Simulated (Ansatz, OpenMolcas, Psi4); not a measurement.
**How basis sets differ on C3H8Si (SMILES CC(C)[SiH])**

C3H8Si: 12 atoms, total charge 0, spin state singlet. As SMILES, `CC(C)[SiH]`. The coordinates come from a PBE0-D4/def2-TZVP relaxation. This is one conformer, not always the lowest.

| atom | x (Å) | y (Å) | z (Å) |
| --- | --- | --- | --- |
| C | -0.2531 | 0.9070 | -1.0628 |
| C | 0.0976 | -0.4363 | -0.4602 |
| C | 0.7899 | -0.3575 | 0.9041 |
| Si | -1.1690 | -1.5057 | 0.4676 |
| H | -0.8401 | 0.7875 | -1.9765 |
| H | -0.8506 | 1.4989 | -0.3644 |
| H | 0.6402 | 1.4864 | -1.3224 |
| H | 0.6942 | -1.0344 | -1.1504 |
| H | 0.7504 | 0.6459 | 1.3250 |
| H | 0.2847 | -1.0109 | 1.6986 |
| H | 1.8075 | -0.7475 | 0.9085 |
| H | -1.8748 | -0.2886 | 1.0670 |

Each level gives the HOMO–LUMO gap (eV). The values are calculated.

```json
{"level": "HF/ANO-RCC-MB (DKH2)", "kind": "Hartree–Fock", "program": "OpenMolcas", "value (eV)": "10.98", "CPU time": "4.1 s"}
{"level": "HF/STO-3G", "kind": "Hartree–Fock", "program": "Ansatz", "value (eV)": "13.42", "CPU time": "0.24 s"}
{"level": "HF/3-21G", "kind": "Hartree–Fock", "program": "OpenMolcas", "value (eV)": "10.38", "CPU time": "2.9 s"}
{"level": "HF/6-31G* (spherical functions)", "kind": "Hartree–Fock", "program": "Ansatz", "value (eV)": "10.37", "CPU time": "1.5 s"}
{"level": "HF/def2-SVP (density fitting)", "kind": "Hartree–Fock", "program": "Psi4", "value (eV)": "10.56", "CPU time": "5.3 s"}
```

The values span 10.37 to 13.42 eV. A Hartree–Fock LUMO above zero doesn't converge with the basis: it sinks as sets grow more diffuse. Orbital gaps aren't excitation energies. CPU times are rough (shared hosts, several kinds of processor and program).

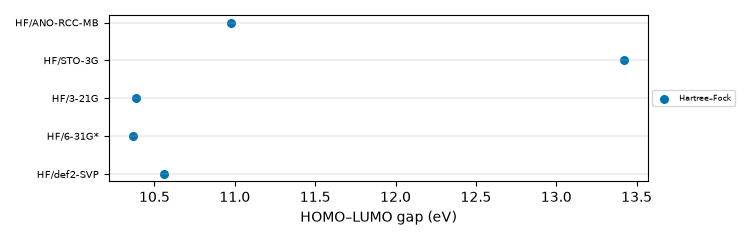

The values of the table, level by level.
